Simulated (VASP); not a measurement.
Band structure of HfO2. Calculation: PBE GGA, VASP's PBE PAW potentials (set 64) (plane waves; VASP 6.6.1).

The cell holds a wide vacuum, so values per volume refer to the whole cell. Unless said otherwise, spin-orbit coupling is left out, though it shifts the bands of the heavy elements here.

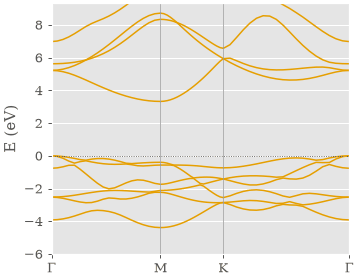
Figure. Bands along high-symmetry lines, zero at the valence-band maximum or, without a gap, the Fermi level

Question: Read the plot: is there a gap, and where are the band edges?

Answer: The gap is indirect, 3.32 eV, from the valence maximum at Γ to the conduction minimum at M.

The cell is a sheet with vacuum, built from a generated structure.
